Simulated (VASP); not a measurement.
# A VASP study of FeNi3 (Awaruite) (AM05): structure first, properties next, part 3 of 6

Wanted: the relaxed cell of FeNi3 (Awaruite) and its properties. The start is a cell from a database of measured crystal structures.

VASP 6.6.1, plane waves and PAW; the level of theory is named at each step.

So far, largest spin moment in the PAW sphere (μB): step 2 (magnetic order: ferromagnetic) 2.91; step 4 (magnetic order: antiferromagnetic, q = (0, 0, 1/2)) 2.94; step 5 (magnetic order: antiferromagnetic, q = (1/2, 1/2, 1/2)) 2.97.

### Step 6. Magnetic order: antiferromagnetic, q = (1/2, 1/2, 0)

Level of this step: AM05, spin-polarised from an antiferromagnetic start; plane waves and PAW (Fe, Ni) (VASP).

Next, a pattern with opposite moments, which needs a doubled cell; q is given in the reciprocal vectors of the primitive cell.

File INCAR:

```
SYSTEM = FeNi3
PREC = Accurate
ENCUT = 400
EDIFF = 1E-06
NELM = 100
ISMEAR = 1
SIGMA = 0.2
LREAL = .FALSE.
ALGO = Normal
GGA = AM
NBANDS = 51
ISPIN = 2
MAGMOM = 3 -3 1 -1 1 -1 1 -1
LASPH = .TRUE.
LMAXMIX = 4
LORBIT = 11
LWAVE = .FALSE.
LCHARG = .FALSE.
KPAR = 8
ISIF = 2
```

File POSCAR:

```
FeNi3
1.0
    7.0900000000      0.0000000000      0.0000000000
    3.5450000000      3.5450000000      0.0000000000
    0.0000000000      0.0000000000      3.5450000000
Fe Ni
2 6
Direct
    0.0000000000      0.0000000000      0.0000000000
    0.5000000000      0.0000000000      0.0000000000
    0.7500000000      0.5000000000      0.5000000000
    0.2500000000      0.5000000000      0.5000000000
    0.2500000000      0.0000000000      0.5000000000
    0.7500000000      0.0000000000      0.5000000000
    0.0000000000      0.5000000000      0.0000000000
    0.5000000000      0.5000000000      0.0000000000
```

File KPOINTS:

```
Automatic mesh
0
Gamma
6 6 6
0 0 0
```

PAW data sets: Fe and Ni (PBE family, release 64).

On the command line:

```
$ mpirun -np 8 vasp_std
```

What it wrote:

```text
[... set-up lines as in an earlier step ...]
 entering main loop
       N       E                     dE             d eps       ncg     rms          rms(c)
DAV:   1     0.521133110634E+03    0.52113E+03   -0.27637E+04 13376   0.175E+03
DAV:   2    -0.141661641780E+02   -0.53530E+03   -0.51142E+03 13056   0.370E+02
DAV:   3    -0.612193008504E+02   -0.47053E+02   -0.41737E+02 13253   0.145E+02
DAV:   4    -0.622348567339E+02   -0.10156E+01   -0.10066E+01 14085   0.254E+01
DAV:   5    -0.622556147737E+02   -0.20758E-01   -0.20753E-01 19284   0.296E+00    0.306E+01
DAV:   6    -0.548354314465E+02    0.74202E+01   -0.85533E+01 13600   0.103E+02    0.233E+01
DAV:   7    -0.555045808426E+02   -0.66915E+00   -0.19012E+01 13714   0.838E+01    0.249E+01
DAV:   8    -0.529591465106E+02    0.25454E+01   -0.11002E+01 13780   0.702E+01    0.967E+00
DAV:   9    -0.530344834331E+02   -0.75337E-01   -0.32186E+00 16102   0.290E+01    0.817E+00
DAV:  10    -0.530674995772E+02   -0.33016E-01   -0.13493E+00 15134   0.286E+01    0.809E+00
DAV:  11    -0.527247706564E+02    0.34273E+00   -0.10258E+00 15703   0.194E+01    0.159E+00
DAV:  12    -0.527153480620E+02    0.94226E-02   -0.11670E-01 16490   0.377E+00    0.605E-01
DAV:  13    -0.527160095844E+02   -0.66152E-03   -0.16213E-02 14631   0.105E+00    0.298E-01
DAV:  14    -0.527160899681E+02   -0.80384E-04   -0.13062E-03 13838   0.513E-01    0.168E-01
DAV:  15    -0.527160496626E+02    0.40306E-04   -0.31430E-04 15946   0.238E-01    0.641E-02
DAV:  16    -0.527160522950E+02   -0.26324E-05   -0.75611E-05 17678   0.983E-02    0.274E-02
DAV:  17    -0.527160514801E+02    0.81488E-06   -0.16250E-05 14542   0.470E-02    0.133E-02
DAV:  18    -0.527160519420E+02   -0.46196E-06   -0.38675E-06 13081   0.249E-02
   1 F= -.52716052E+02 E0= -.52716366E+02  d E =0.943506E-03  mag=    -0.0000
```

Run time: 46 s. Hardware: 8 MPI ranks of AMD EPYC 9R45, shared host; peak memory 3.5 GiB.

Parts of OUTCAR (step 6):

```text
   k-points           NKPTS =     64   k-points in BZ     NKDIM =     64   number of bands    NBANDS=     51

   ENCUT  =  400.0 eV  29.40 Ry    5.42 a.u.  11.56  8.18  5.78*2*pi/ulx,y,z

   NELECT =      76.0000    total number of electrons

 E-fermi :   8.1924

 spin component 1
 k-point     1 :       0.0000    0.0000    0.0000
  band No.  band energies     occupation
    ...
     29       7.3285      1.00000
     30       7.3586      1.00000
     31       7.5137      1.00001
     32       7.6420      1.00035
     33       8.0505      0.96305
     34       8.2834      0.15550
     35       8.2834      0.15549
     36       8.2852      0.15018
     37       8.2978      0.11545
     38       8.3179      0.06796
    ...

 k-point     2 :       0.1667    0.0000    0.0000
  band No.  band energies     occupation
    ...
     32       7.6023      1.00012
     33       7.9450      1.03544
     34       7.9591      1.03489
     35       8.0263      0.99743
     36       8.0355      0.98592
     37       8.2454      0.28436
     38       8.2458      0.28251
     39       8.9105     -0.00000
     40       8.9312     -0.00000
     41       9.0895     -0.00000
    ...

  Total       -6.1219155     -6.1219155     -6.7550307     -0.0000684      0.0000000      0.0000000
  in kB     -110.0827322   -110.0827322   -121.4672489     -0.0012303      0.0000000      0.0000000
  external PRESSURE =    -113.8775711 kB  Pullay stress =       0.0000000 kB

 POSITION                                       TOTAL-FORCE (eV/Angst)
 -----------------------------------------------------------------------------------
      0.00000      0.00000      0.00000         0.000033      0.000033      0.000000
      3.54500      0.00000      0.00000         0.000033      0.000033      0.000000
      7.09000      1.77250      1.77250         0.000004     -0.000042      0.000000
      3.54500      1.77250      1.77250         0.000004     -0.000042      0.000000
      1.77250      0.00000      1.77250        -0.000042      0.000004     -0.000000
      5.31750      0.00000      1.77250        -0.000042      0.000004     -0.000000
      1.77250      1.77250      0.00000         0.000005      0.000005     -0.000000
      5.31750      1.77250      0.00000         0.000005      0.000005     -0.000000
 -----------------------------------------------------------------------------------
    total drift:                               -0.000056     -0.000056      0.000000

  FREE ENERGIE OF THE ION-ELECTRON SYSTEM (eV)
  ---------------------------------------------------
  free  energy   TOTEN  =       -52.7160519420 eV

  energy  without entropy=      -52.7169954476  energy(sigma->0) =      -52.71636644

 magnetization (x)
# of ion       s       p       d       tot
------------------------------------------
    1        0.015   0.014   2.883   2.912
    2       -0.015  -0.014  -2.883  -2.912
    3       -0.000  -0.000   0.000   0.000
    4        0.000   0.000  -0.000  -0.000
    5       -0.000  -0.000   0.000   0.000
    6        0.000   0.000  -0.000  -0.000
    7        0.000   0.000   0.000   0.000
    8       -0.000  -0.000  -0.000  -0.000
--------------------------------------------------
tot          0.000   0.000   0.000   0.000

[... 1 part as in an earlier step ...]

[... 14 further parts left out ...]
```

At this level the cell is under a tension of 11.4 GPa, so at these settings it is away from equilibrium.

This step gave:

* irreducible k-points: 64
* symmetry operations: 4
* free energy (TOTEN): -52.7161 eV
* energy at zero smearing: -52.7164 eV
* Fermi energy: 8.192 eV
* pressure: -11.39 GPa

Spin moment in the PAW sphere by atom:

| atom | spin moment in the PAW sphere (μB) |
| --- | --- |
| Fe1 | 2.91 |
| Fe2 | -2.91 |
| Ni3 | 0.00 |
| Ni4 | 0.00 |
| Ni5 | 0.00 |
| Ni6 | 0.00 |
| Ni7 | 0.00 |
| Ni8 | 0.00 |

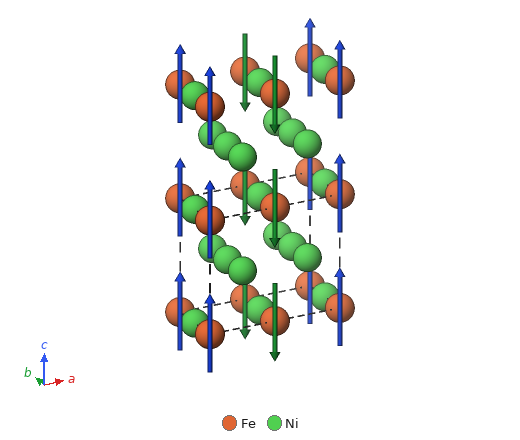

Spin moment in the PAW sphere as arrows, the longest 2.91 μB. Up and down stand for the sign. Arrows give size and sign along the axis of quantisation, drawn up and down the page. The two directions have two colours. 1×1×2 cells are drawn. Some periodic images of atoms are drawn too.

The energy lies +63.7 meV an atom from the first pattern. The run ends antiferromagnetic with a largest moment of 2.91 μB, and the mesh shows no gap.

### Step 7. The orders side by side

This step: collinear orders at AM05; plane waves and PAW (VASP 6.6.1).

This step runs nothing: it gathers the runs above.

Patterns, by row:

| start | atoms | energy less that of the first (meV/atom) | largest site moment (μB) | end state |
| --- | --- | --- | --- | --- |
| ferromagnetic | 4 | 0 | 2.91 | ferromagnetic |
| antiferromagnetic within the cell | 4 | 0 | 2.91 | ferromagnetic |
| antiferromagnetic, q = (0, 0, 1/2) | 8 | 57.8 | 2.94 | antiferromagnetic |
| antiferromagnetic, q = (1/2, 1/2, 1/2) | 8 | 92.6 | 2.97 | antiferromagnetic |
| antiferromagnetic, q = (1/2, 1/2, 0) | 8 | 63.7 | 2.91 | antiferromagnetic |

The session goes on in the lowest magnetic state found: ferromagnetic. The next one lies 57.8 meV an atom higher.

### Step 8. Full relaxation (AM05)

This step: AM05, spin-polarised from a ferromagnetic start; plane waves and PAW (Fe, Ni) (VASP 6.6.1).

System of this step: FeNi3 (Awaruite). Symmetry: Pm-3m, No. 221, cubic system. Conventional cell: a = 3.545 Å, b = 3.545 Å, c = 3.545 Å, α = 90.00°, β = 90.00°, γ = 90.00°. Fe has 12 Ni at 2.51 Å nearest. Nearest to Ni lie 4 Fe at 2.51 Å and 8 Ni at 2.51 Å. Farther neighbours are not listed.

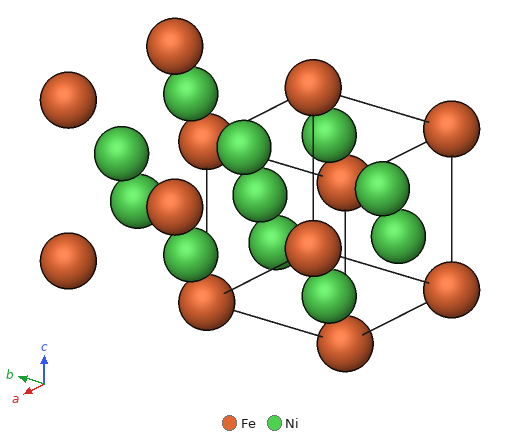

The cell of this step (iron orange, nickel green). 1×2×1 cells are drawn. Some periodic images of atoms are drawn too.

Properties are meant for the cell that this level of theory prefers, so cell and atoms are relaxed first (ISIF = 3) until forces and stress are small; EDIFFG sets the threshold.

INCAR, as its differences from that of step 6:

```diff
@@ -10,5 +10,5 @@
 GGA = AM
-NBANDS = 51
+NBANDS = 30
 ISPIN = 2
-MAGMOM = 3 -3 1 -1 1 -1 1 -1
+MAGMOM = 2.91 0.66 0.66 0.66
 LASPH = .TRUE.
@@ -19,2 +19,5 @@
 KPAR = 8
-ISIF = 2
+IBRION = 2
+NSW = 60
+ISIF = 3
+EDIFFG = -0.01
```

File POSCAR:

```
FeNi3
1.0
    3.5450000000      0.0000000000      0.0000000000
    0.0000000000      3.5450000000      0.0000000000
    0.0000000000      0.0000000000      3.5450000000
Fe Ni
1 3
Direct
    0.0000000000      0.0000000000      0.0000000000
    0.0000000000      0.5000000000      0.5000000000
    0.5000000000      0.0000000000      0.5000000000
    0.5000000000      0.5000000000      0.0000000000
```

KPOINTS is that of step 6.

On the command line:

```
$ mpirun -np 8 vasp_std
```

What it wrote:

```text
[... set-up lines as in an earlier step ...]
 entering main loop
       N       E                     dE             d eps       ncg     rms          rms(c)
DAV:   1     0.213115603142E+03    0.21312E+03   -0.14221E+04  2544   0.147E+03
DAV:   2    -0.186763563462E+02   -0.23179E+03   -0.21877E+03  2400   0.295E+02
DAV:   3    -0.311978033567E+02   -0.12521E+02   -0.11929E+02  2658   0.924E+01
DAV:   4    -0.313599889716E+02   -0.16219E+00   -0.16204E+00  2698   0.112E+01
DAV:   5    -0.313651028058E+02   -0.51138E-02   -0.51134E-02  3400   0.158E+00    0.217E+01
DAV:   6    -0.279788331534E+02    0.33863E+01   -0.30175E+01  2598   0.870E+01    0.190E+01
DAV:   7    -0.307416905430E+02   -0.27629E+01   -0.16662E+01  2696   0.929E+01    0.267E+01
DAV:   8    -0.265441997835E+02    0.41975E+01   -0.13946E+01  3164   0.460E+01    0.543E+00
DAV:   9    -0.266430361883E+02   -0.98836E-01   -0.45924E-01  3068   0.697E+00    0.318E+00
DAV:  10    -0.266133172858E+02    0.29719E-01   -0.65070E-02  3006   0.679E+00    0.165E+00
DAV:  11    -0.266074044332E+02    0.59129E-02   -0.21284E-02  3492   0.195E+00    0.969E-01
DAV:  12    -0.266105669406E+02   -0.31625E-02   -0.43103E-03  3356   0.141E+00    0.283E-01
DAV:  13    -0.266106644157E+02   -0.97475E-04   -0.77560E-04  3424   0.452E-01    0.542E-02
DAV:  14    -0.266106637416E+02    0.67410E-06   -0.13675E-04  3364   0.133E-01    0.533E-02
DAV:  15    -0.266106688914E+02   -0.51498E-05   -0.21958E-05  2702   0.106E-01    0.144E-02
DAV:  16    -0.266106693636E+02   -0.47216E-06   -0.27913E-06  2006   0.143E-02
   1 F= -.26610669E+02 E0= -.26613108E+02  d E =-.266107E+02  mag=     4.8904
 curvature:   0.00 expect dE= 0.000E+00 dE for cont linesearch  0.000E+00
 trial: gam= 0.00000 g(F)=  0.000E+00 g(S)=  0.307E+00 ort = 0.000E+00 (trialstep = 0.100E+01)
 search vector abs. value=  0.307E+00
 bond charge predicted
       N       E                     dE             d eps       ncg     rms          rms(c)
DAV:   1    -0.341329044682E+02   -0.75222E+01   -0.66972E+01  2508   0.108E+02    0.285E+01
DAV:   2    -0.569465019574E+02   -0.22814E+02   -0.10079E+02  2874   0.245E+02    0.559E+01
DAV:   3    -0.271074097167E+02    0.29839E+02   -0.96088E+01  2826   0.870E+01    0.121E+01
DAV:   4    -0.264971732129E+02    0.61024E+00   -0.54955E+00  2976   0.435E+01    0.126E+01
DAV:   5    -0.265184789102E+02   -0.21306E-01   -0.95138E-01  2830   0.140E+01    0.768E+00
DAV:   6    -0.266634905902E+02   -0.14501E+00   -0.15016E-01  3730   0.664E+00    0.560E+00
DAV:   7    -0.266271533662E+02    0.36337E-01   -0.13239E-01  3254   0.847E+00    0.211E+00
DAV:   8    -0.266119083548E+02    0.15245E-01   -0.21261E-01  3628   0.936E+00    0.228E+00
DAV:   9    -0.265964150196E+02    0.15493E-01   -0.33115E-02  3246   0.436E+00    0.773E-01
DAV:  10    -0.265940625008E+02    0.23525E-02   -0.13210E-02  3542   0.188E+00    0.367E-01
DAV:  11    -0.265940249883E+02    0.37512E-04   -0.12710E-03  2944   0.613E-01    0.122E-01
DAV:  12    -0.265940611442E+02   -0.36156E-04   -0.11281E-04  3126   0.170E-01    0.803E-02
DAV:  13    -0.265940541486E+02    0.69956E-05   -0.37152E-05  3626   0.129E-01    0.218E-02
DAV:  14    -0.265940519813E+02    0.21674E-05   -0.96957E-06  2772   0.370E-02    0.929E-03
DAV:  15    -0.265940516135E+02    0.36781E-06   -0.12295E-06  1398   0.185E-02
   2 F= -.26594052E+02 E0= -.26596835E+02  d E =0.166178E-01  mag=     4.8325
 trial-energy change:    0.016618  1 .order    0.034602   -0.307264    0.376469
 step:   0.4888(harm=  0.4494)  dis= 0.00000  next Energy=   -26.687870 (dE=-0.772E-01)
 bond charge predicted
       N       E                     dE             d eps       ncg     rms          rms(c)
DAV:   1    -0.287439947362E+02   -0.21499E+01   -0.17892E+01  2478   0.618E+01    0.149E+01
DAV:   2    -0.371191603931E+02   -0.83752E+01   -0.47627E+01  2786   0.128E+02    0.440E+01
DAV:   3    -0.269533932567E+02    0.10166E+02   -0.11752E+01  2942   0.952E+01    0.906E+00
DAV:   4    -0.266812650246E+02    0.27213E+00   -0.12597E+00  3146   0.155E+01    0.408E+00
DAV:   5    -0.266954701871E+02   -0.14205E-01   -0.14450E-01  2644   0.341E+00    0.246E+00
DAV:   6    -0.266935058414E+02    0.19643E-02   -0.23844E-02  3400   0.206E+00    0.954E-01
DAV:   7    -0.266886121484E+02    0.48937E-02   -0.64160E-03  2950   0.849E-01    0.493E-01
DAV:   8    -0.266894335711E+02   -0.82142E-03   -0.12721E-03  2786   0.484E-01    0.192E-01
DAV:   9    -0.266893971628E+02    0.36408E-04   -0.16676E-04  3434   0.243E-01    0.664E-02
DAV:  10    -0.266894089188E+02   -0.11756E-04   -0.28917E-05  3518   0.789E-02    0.448E-02
DAV:  11    -0.266894192406E+02   -0.10322E-04   -0.10545E-05  2644   0.435E-02    0.108E-02
DAV:  12    -0.266894193847E+02   -0.14412E-06   -0.16669E-06  1616   0.170E-02
   3 F= -.26689419E+02 E0= -.26692606E+02  d E =-.787500E-01  mag=     4.8686
 curvature:  -0.22 expect dE=-0.167E-05 dE for cont linesearch -0.167E-05
 trial: gam=-0.00490 g(F)=  0.180E-63 g(S)=  0.745E-05 ort = 0.151E-02 (trialstep = 0.898E+00)
 search vector abs. value=  0.281E-09
 reached required accuracy - stopping structural energy minimisation
```

Run time: 17 s. Hardware: 8 MPI ranks; peak memory 1.3 GiB; 2 min of CPU time.

OUTCAR, selected parts (step 8):

```text
   k-points           NKPTS =     20   k-points in BZ     NKDIM =     20   number of bands    NBANDS=     30

   NELECT =      38.0000    total number of electrons

 E-fermi :   9.0511

 spin component 1
 k-point     1 :       0.0000    0.0000    0.0000
  band No.  band energies     occupation
    ...
     17       8.4151      1.00003
     18       8.4151      1.00003
     19       8.4608      1.00012
     20       8.4608      1.00012
     21       8.4608      1.00012
     22      11.3022     -0.00000
     23      11.3022     -0.00000
     24      11.3022     -0.00000
     25      18.3542      0.00000
     26      18.3542      0.00000
    ...

 k-point     2 :       0.1667    0.0000    0.0000
  band No.  band energies     occupation
    ...
     17       8.1994      1.00000
     18       8.2464      1.00000
     19       8.2464      1.00000
     20       8.4153      1.00003
     21       8.4610      1.00012
     22       9.7629     -0.00000
     23      12.3553     -0.00000
     24      12.3553     -0.00000
     25      18.4321      0.00000
     26      18.6823      0.00000
    ...

  Total       -0.0143493     -0.0143493     -0.0143493     -0.0000000     -0.0000000      0.0000000
  in kB       -0.5435909     -0.5435909     -0.5435909     -0.0000000     -0.0000000      0.0000000
  external PRESSURE =      -0.5435909 kB  Pullay stress =       0.0000000 kB

 POSITION                                       TOTAL-FORCE (eV/Angst)
 -----------------------------------------------------------------------------------
      0.00000      0.00000      0.00000         0.000000     -0.000000      0.000000
     -0.00000      1.74205      1.74205        -0.000000     -0.000000      0.000000
      1.74205     -0.00000      1.74205         0.000000      0.000000      0.000000
      1.74205      1.74205      0.00000         0.000000     -0.000000      0.000000
 -----------------------------------------------------------------------------------
    total drift:                                0.000000     -0.000000     -0.000000

  FREE ENERGIE OF THE ION-ELECTRON SYSTEM (eV)
  ---------------------------------------------------
  free  energy   TOTEN  =       -26.6894193847 eV

  energy  without entropy=      -26.6989807290  energy(sigma->0) =      -26.69260650

 reached required accuracy - stopping structural energy minimisation

 magnetization (x)
# of ion       s       p       d       tot
------------------------------------------
    1        0.006  -0.000   2.847   2.853
    2       -0.013  -0.040   0.717   0.663
    3       -0.013  -0.040   0.717   0.663
    4       -0.013  -0.040   0.717   0.663
--------------------------------------------------
tot         -0.034  -0.121   4.997   4.842

[... 6 parts as in an earlier step ...]

[... 15 further parts left out ...]
```

CONTCAR:

```
FeNi3
   1.00000000000000
     3.4840950270270237    0.0000000000000000    0.0000000000000000
     0.0000000000000000    3.4840950270270237    0.0000000000000000
    -0.0000000000000000   -0.0000000000000000    3.4840950270270237
  Fe              Ni
     1     3
Direct
     0.0000000000000000    0.0000000000000000    0.0000000000000000
     0.0000000000000000    0.5000000000000000    0.5000000000000000
     0.5000000000000000    0.0000000000000000    0.5000000000000000
     0.5000000000000000    0.5000000000000000    0.0000000000000000
```

The magnetic order is the lowest of the few collinear ones that converged above; longer or canted patterns were not tried. The run keeps the 48 symmetry operations of its start, so it cannot find a distortion of lower symmetry.

Relaxation path:

| step | energy less that of the first step (eV) | largest force (eV/Å) | pressure (GPa) | volume (Å³) |
| --- | --- | --- | --- | --- |
| 1 | 0.0000 | 0.0000 | -10.48 | 44.55 |
| 2 | 0.0166 | 0.0000 | 14.30 | 40.02 |
| 3 | -0.0787 | 0.0000 | -0.05 | 42.29 |

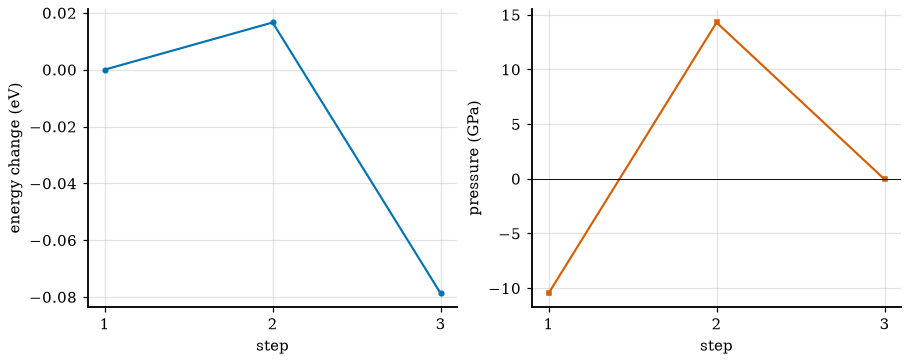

Energy and pressure along the relaxation.

| conventional cell, symmetrised | before | after | change |
| --- | --- | --- | --- |
| a (Å) | 3.545 | 3.484 | -1.7 % |
| b (Å) | 3.545 | 3.484 | -1.7 % |
| c (Å) | 3.545 | 3.484 | -1.7 % |
| volume (Å³/atom) | 11.14 | 10.57 | -5.1 % |

Final coordinates:

```xyz
4
Lattice="3.4841 0.0000 0.0000 0.0000 3.4841 0.0000 0.0000 0.0000 3.4841" Properties=species:S:1:pos:R:3 pbc="T T T"
Fe    0.0000    0.0000    0.0000
Ni    0.0000    1.7420    1.7420
Ni    1.7420    0.0000    1.7420
Ni    1.7420    1.7420    0.0000
```

Numbers from this step:

```yaml
electrons: 38
bands: 30
irreducible_k_points: 20
symmetry_operations: 48
free_energy_toten: -26.69 eV
energy_at_zero_smearing: -26.69 eV
fermi_energy: 9.051 eV
pressure: -0.05436 GPa
moment_of_the_cell_from_the_last_line_of_the_log: 4.869 μB
scf_cycles_over_all_ionic_steps: 43
```

Spin moment in the PAW sphere by atom:

```
atom  spin moment in the PAW sphere (μB)
 Fe1                                2.85
 Ni2                                0.66
 Ni3                                0.66
 Ni4                                0.66
```

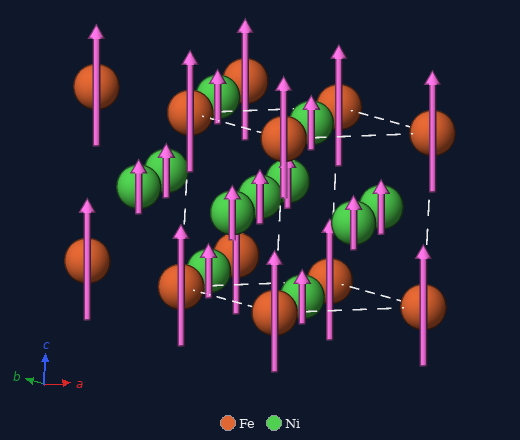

Spin moment in the PAW sphere as arrows, the longest 2.85 μB. Up and down stand for the sign. Arrows give size and sign along the axis of quantisation, drawn up and down the page. Each arrow also spans its atom, so small moments look longer than they are. 1×2×1 cells are drawn. Some periodic images of atoms are drawn too.

It ends with forces that vanish by symmetry and a pressure of -0.05 GPa.

[end of part 3 of 6]

[Lines on the potential files, build, host, timing and source positions are cut from VASP's logs without a mark.]

[Logs are printed without paths, hosts, clocks, repeated set-up lines and the standing remarks that a program may print on its own settings, such as how far it seeks lower states.]

[Hosts, paths, dates, database ids (printed as entryN), source tags and the programs' standing remarks are cut or masked in the printed files.]

[A measured line is paired with the nearest computed mode of its activity, which favours agreement.]
